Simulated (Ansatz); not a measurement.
```
CELL_PARAMETERS angstrom
9.13601 0.00000 0.00000
0.00000 0.00000 -9.13601
0.00000 9.13601 0.00000
ATOMIC_POSITIONS crystal
Ge 0.15064 0.84936 0.34936
Ge 0.65064 0.84936 0.84936
Ge 0.65064 0.34936 0.34936
Ge 0.15064 0.34936 0.84936
Ge 0.34936 0.65064 0.34936
Ge 0.84936 0.65064 0.84936
Ge 0.84936 0.15064 0.34936
Ge 0.34936 0.15064 0.84936
Ge 0.34936 0.84936 0.15064
Ge 0.84936 0.84936 0.65064
Ge 0.84936 0.34936 0.15064
Ge 0.34936 0.34936 0.65064
Ge 0.15064 0.65064 0.15064
Ge 0.65064 0.65064 0.65064
Ge 0.65064 0.15064 0.15064
Ge 0.15064 0.15064 0.65064
Ge 0.50000 0.50000 0.00000
Ge 0.00000 0.50000 0.50000
Ge 0.00000 0.00000 0.00000
Ge 0.50000 0.00000 0.50000
W 0.00000 0.50000 0.00000
W 0.50000 0.50000 0.50000
W 0.50000 0.00000 0.00000
W 0.00000 0.00000 0.50000
```

Space group F-43m; a structure generated by program, which may or may not match a known phase.

All numbers below come from Ansatz, DFT PBE, scalar-relativistic, plane waves, PAW.

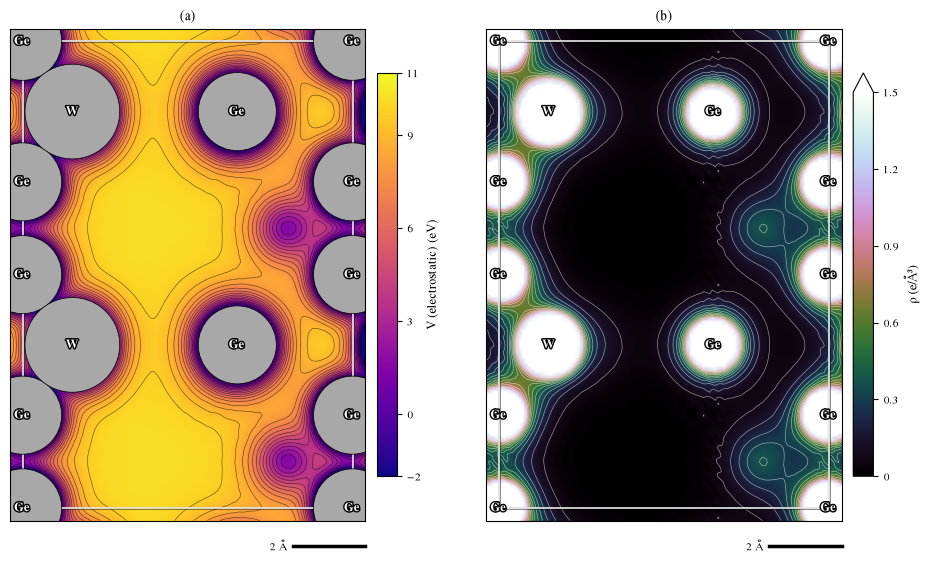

Ge5W. (a) electrostatic potential energy of an electron; (b) valence electron density on the (011) plane of the conventional cell. Grey discs cover the atomic cores in the potential map.

The density is the valence pseudo-density of a PAW calculation; it isn't the true density close to the nuclei.

> Describe what can be read from this map.

- The section cuts through Ge and W sites.
- Ge–W (2.38 Å): ρ at the midpoint is about 0.65 e/Å³.
- Ge–Ge (2.57 Å): ρ is about 0.45 e/Å³ halfway.
- The density dies away to nearly zero in the voids.
- Outside the cores the potential energy rises away from the atoms and is highest about 3.7 Å from the nearest atoms; its zero is arbitrary.
